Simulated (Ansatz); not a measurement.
Consider AlH3O2.

The calculation's input:

```
crystal:
  periodic: [false, false, false]
  atoms:
    - { symbol: Al, position_ang: [0.156927, -0.280977, 0.151375] }
    - { symbol: H, position_ang: [0.618546, -0.174487, 1.614805] }
    - { symbol: O, position_ang: [1.810834, -0.384975, -0.322502] }
    - { symbol: H, position_ang: [2.444809, -0.347338, 0.371362] }
    - { symbol: O, position_ang: [-1.217272, -0.309822, -0.811448] }
    - { symbol: H, position_ang: [-2.140045, -0.301001, -0.647592] }
basis:
  gaussian: { orbitals: def2-SVPD }
hamiltonian:
  xc: hf
relax:
  f_tol: 0.03
  max_steps: 50
output:
  orbitals: {}
```

Launched as:

```sh
ansatz run input.yaml --threads 1 --pin off --max-ram 2048MiB --backend cpu --events-out ev --progress --plain --runs-dir out
```

The fields are those of the run's last geometry, not of the input's.

All numbers below come from RHF/def2-SVPD in Ansatz 0.2.0.

What will maps of the electron density and electron localisation function show?

Answer. Al–O (1.69 Å): ρ at the midpoint is about 0.85 e/Å³; the ELF peaks at about 0.85 in the valence shell of O, 0.6 Å from its nucleus, and is about 0.35 at the midpoint.
O–H (0.94 Å): the density is about 3.9 e/Å³ at the midpoint; the ELF climbs to about 1 towards the hydrogen, as it does in any bond to H: a covalent bond by its length.
Al–H (1.57 Å): ρ at the midpoint is about 0.55 e/Å³; the ELF climbs to about 1 towards the hydrogen.

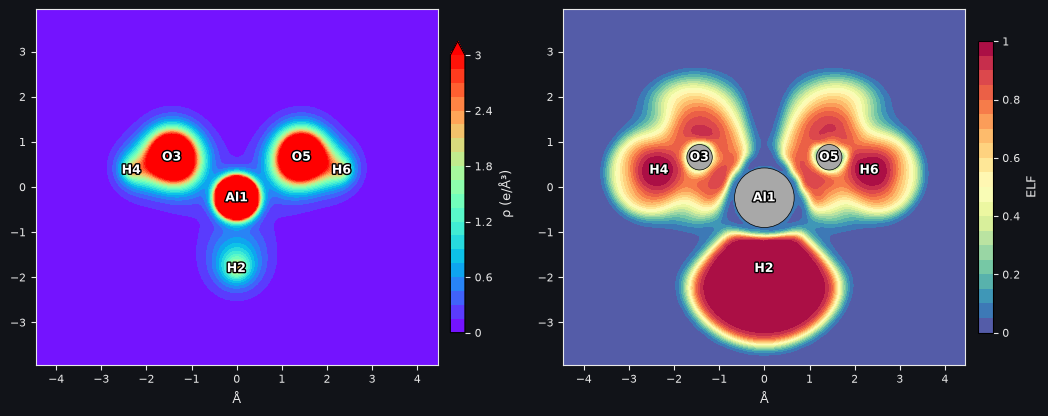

Computed electron density and electron localisation function on the molecular plane, in this order. Grey discs cover the atomic cores in the ELF map. 
